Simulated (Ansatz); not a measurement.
**A small benchmark: dipole moment**

10 molecules with oxygen; the dipole moment in D, computed less measured. Shapes, held fixed at every level: PBE0-D4/def2-TZVP. No vibrational averaging. Dipoles are compared by magnitude; molecules under 1 D, whose direction can flip, are left out. Programs: Ansatz 0.2.0. Measured values: NIST CCCBDB.

Levels: A = PBE-D4/def2-TZVPP; B = r2SCAN-D4/def2-TZVPP; C = B3LYP-D4/def2-TZVPP; D = wB97M-V/def2-TZVPP.

```csv
molecule,measured,A,B,C,D
HOF (SMILES OF),2.23,-0.35,-0.30,-0.27,-0.27
H2O (water),1.85,+0.04,+0.08,+0.09,+0.09
SO2 (sulfur dioxide),1.63,-0.09,-0.05,+0.10,+0.17
H2CO (formaldehyde),2.33,-0.21,-0.10,-0.02,0.00
CHFO (formyl fluoride),2.02,-0.07,+0.02,+0.07,+0.09
C2H2O (ethenone),1.42,-0.09,-0.01,+0.03,-0.02
C2H3ClO (acetyl chloride),2.72,-0.05,+0.08,+0.06,+0.06
C2H6O (SMILES COC),1.30,-0.20,-0.15,-0.09,-0.08
C2H6OS (dimethyl sulfoxide),3.96,-0.27,-0.12,-0.03,+0.03
C3H6O (propylene oxide),2.01,-0.25,-0.16,-0.09,-0.08
```

**Question.** Which level does best on this set, which worst, and which err to one side?

**Answer.** 
```
               level                    kind  mean error  mean absolute error  worst case
   PBE-D4/def2-TZVPP                     GGA      -0.154                0.162         HOF
r2SCAN-D4/def2-TZVPP                meta-GGA      -0.071                0.107         HOF
 B3LYP-D4/def2-TZVPP           global hybrid      -0.015                0.085         HOF
  wB97M-V/def2-TZVPP  range-separated hybrid      -0.001                0.089         HOF
```

On this set B3LYP-D4/def2-TZVPP has the smallest mean absolute error and PBE-D4/def2-TZVPP the largest. PBE-D4/def2-TZVPP is too low in 9 of 10; r2SCAN-D4/def2-TZVPP is too low in 7 of 10. All levels miss HOF on one side, which points to its shape or to the tabulated value. The tabulated value of HOF is in doubt (older tables, estimates, or at odds with other calculations) and kept here. Over the 9 molecules whose values aren't doubted the mean absolute errors are A 0.141; B 0.086; C 0.064; D 0.069. The smallest two are near a tie. The set is small.

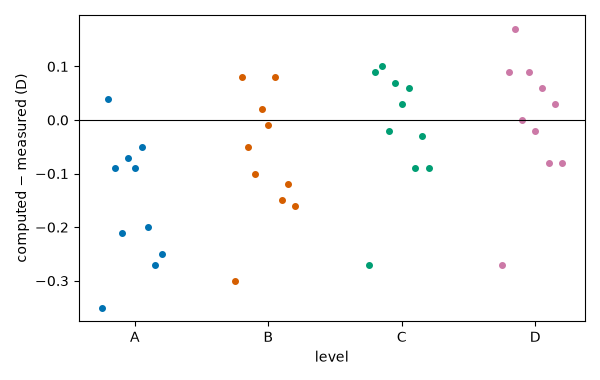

Errors of each level, one point a molecule.
